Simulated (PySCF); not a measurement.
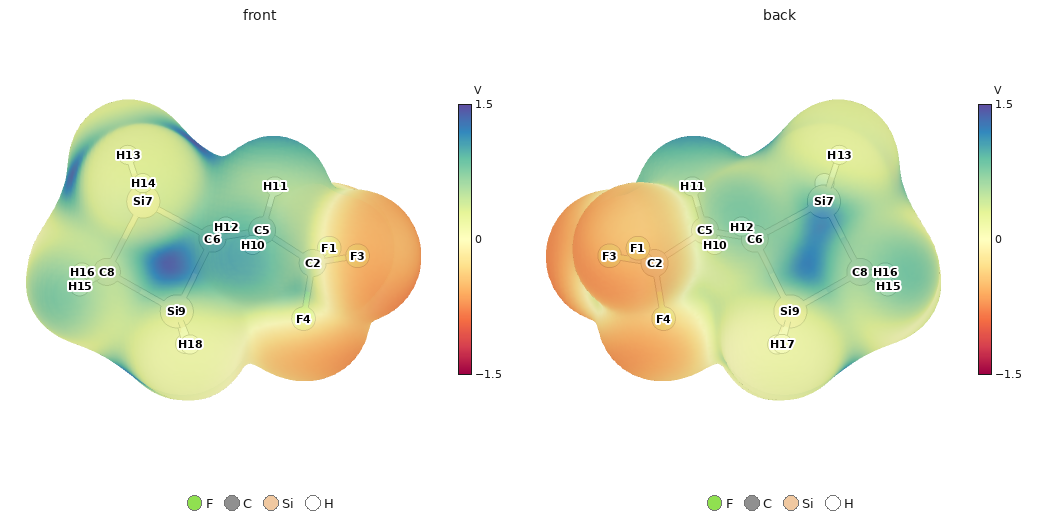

C4H9F3Si2. The molecular electrostatic potential painted on the density surface at 0.002 e/bohr³, seen from the front and from behind; red is negative and blue positive.

Geometry: GFN2-xTB.

Level of theory: PBE0/pcSseg-1, SCF density, gas phase, non-relativistic (PySCF).

Input

```
{"job": {"kind": "nmr", "xc": "PBE0", "basis": "pcSseg-1"}, "charge": 0, "multiplicity": 1}
F     -2.737976    -1.412603    -0.138079
C     -2.468627    -0.099222    -0.200577
F     -3.609973     0.530938     0.138205
F     -2.265025     0.179413    -1.500071
C     -1.306592     0.303815     0.678435
C     -0.038798    -0.437159     0.287585
Si     1.567512    -0.026405     1.273307
C      2.440713     0.141035    -0.421940
Si     0.786821     0.025609    -1.394535
H     -1.181951     1.382719     0.572792
H     -1.600474     0.085718     1.709094
H     -0.252922    -1.506949     0.336845
H      2.032329    -1.091580     2.161762
H      1.449831     1.230042     2.017131
H      3.007898     1.055265    -0.570343
H      3.120742    -0.679290    -0.635277
H      0.700713    -1.001489    -2.429089
H      0.347019     1.326463    -1.896902
```

Run with:

```sh
OMP_NUM_THREADS=1 python probes_run.py task.json out
```

Where is the surface potential most negative and most positive?

The most negative region (about −0.7 V) lies over F1 and F3, the most positive (about +1.3 V) over Si7 and Si9.

What dipole moment does the calculation give?

Its dipole moment is 2.48 D.
